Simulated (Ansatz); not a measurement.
# BrH₃OSi···H₂: what the fields show

```xyz
8

Si   -0.2033    0.6672    0.4661
H     0.7968   -1.7811   -2.8848
H     0.8166    0.6182   -0.5970
H    -1.2778    1.6460    0.1835
O     0.5913    1.0024    1.8526
H     0.3916   -1.8651   -2.2631
Br   -1.2083   -1.3148    0.5713
H     0.0932    1.0272    2.6713
```

The product side of a reaction path; geometry: PBE0-D4/def2-TZVP.

Level of theory: RKS PBE0-D4/def2-TZVPP (Ansatz 0.2.0).

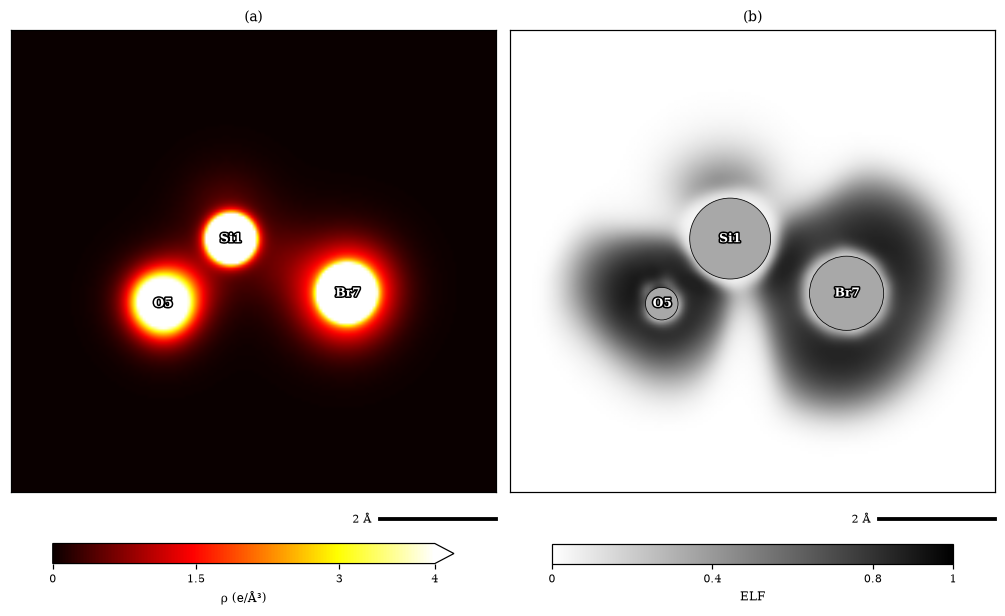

Figure 1. (a) total electron density; (b) electron localisation function on the plane of atoms O5, Si1 and Br7. Grey discs cover the atomic cores in the ELF map.

Q: Read the bonding off the picture.

A:
- The plane passes through Si, O and Br nuclei.
- Si–O (1.63 Å): ρ is about 1.2 e/Å³ halfway; the ELF peaks at about 0.85 between the atoms, as expected for a polar covalent bond.
- Si–Br (2.22 Å): ρ at the midpoint is about 0.78 e/Å³; the ELF peaks at about 0.85 between the atoms (a polar covalent bond).
- The ELF also peaks beside Br7 and O5, away from the bonds: lone-pair regions.

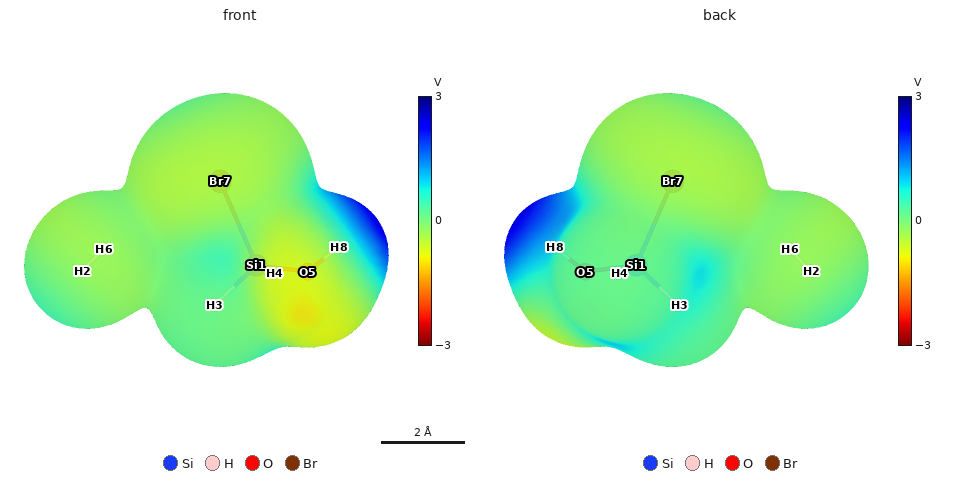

Figure 2. The electrostatic potential painted on the density surface at 0.001 e/bohr³, seen from the front and from behind; red is negative and blue positive.

Q: Which sites attract a positive test charge, and which a negative one?

A: A positive charge is drawn to the negative regions and a negative charge to the positive ones. The most negative region (about −0.9 V, or −21 kcal/mol for a unit charge) lies over O5, the most positive (about +2.4 V, or +55 kcal/mol for a unit charge) over H8.

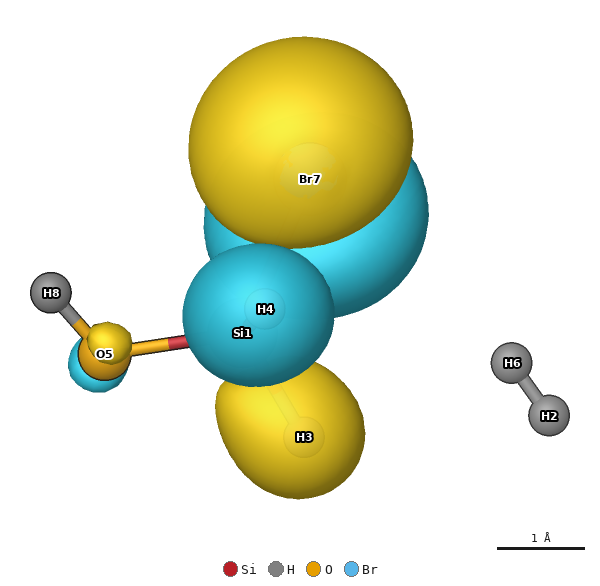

Figure 3. The HOMO at ±0.1 Å⁻³ᐟ² (yellow and cyan are the two phases), seen at an oblique angle.

Q: What is the character of this orbital?

A: By Hirshfeld shares it lies mainly on Br7 (about 75 %), Si1 (about 10 %) and H4 (about 5 %); largely a lone pair of Br7. Its energy is −8.44 eV.

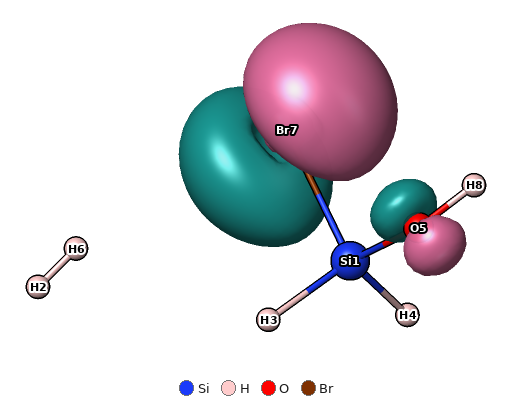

Figure 4. The HOMO−1 at ±0.15 Å⁻³ᐟ² (teal and pink are the two phases), seen at a tilt.

Q: What is the character of this orbital?

A: Its weight (Hirshfeld) is mainly on Br7 (about 85 %) and O5 (about 5 %); largely a lone pair of Br7. Its energy is −8.68 eV.
